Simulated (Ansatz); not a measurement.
**Al, pressure series**

Start from Al in the fcc (Cu type) structure (space group Fm-3m, No. 225).

```
Al
1.0
    0.00000     2.01999     2.01999
    2.01999     0.00000     2.01999
    2.01999     2.01999     0.00000
Al
1
Cartesian
  0.00000   0.00000   0.00000
```

Cell and atoms are relaxed at each pressure.

The values are results of PBE, PAW, 420 eV (Ansatz, a quantum-chemistry and plane-wave program; spin-orbit coupling left out), earlier PAW set, not measurements.

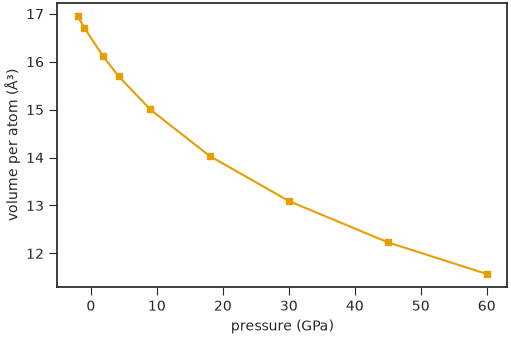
Figure. Volume against pressure

Q: Estimate the zero-pressure bulk modulus from the plot.

A: About 79 GPa; a third-order Birch–Murnaghan fit to the points gives V₀ = 16.48 Å³/atom, B₀ = 79 GPa and B₀′ = 4.3.

Measured bulk modulus of Al: 80.8 GPa (static lattice; corrected from measurement; as listed in H. Levämäki et al., Physical Review B (2014)); the computed value is 2 % below it.

Load acts through the strain it causes; cell and atoms are relaxed under it. Stability against distortions was not tested. No other phases were tried under pressure.
